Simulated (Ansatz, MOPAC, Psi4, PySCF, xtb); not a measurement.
H2S (SMILES S) and CH4O (SMILES CO) are pulled apart as rigid monomers along the line of their centres of mass, from the B3LYP-D3(BJ)/def2-TZVP minimum. Starting geometry (charge 0, multiplicity 1):
```xyz
9

S      0.0804     1.4955    -0.1962
H      1.2980     0.9304    -0.2127
H     -0.5319     0.3249    -0.4357
C      0.1589     0.1052     3.2580
O      0.2464    -0.5557     4.5139
H     -0.8575     0.4458     3.0354
H      0.4489    -0.6192     2.4988
H      0.8366     0.9625     3.1897
H     -0.0066     0.0634     5.2055
```

Interaction energies with rigid monomers; basis-set methods are counterpoise corrected unless marked otherwise.

Correlated levels freeze the cores. The state that PM6 reach isn't checked.

Run with Ansatz (a first-principles code) with Gaussian orbitals; MOPAC for PM6 (differences of heats of formation); Psi4 for SAPT; PySCF for the dispersion terms; xtb for the GFN methods. Values without a source in brackets are computed.

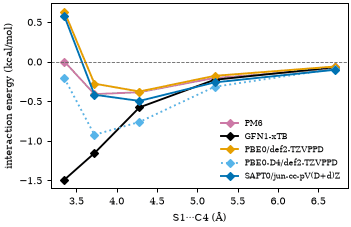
*Interaction energy against separation*

Task: Which level binds most strongly at S1···C4 = 3.72, and by how much?

Result: GFN1-xTB, -1.2 kcal/mol.
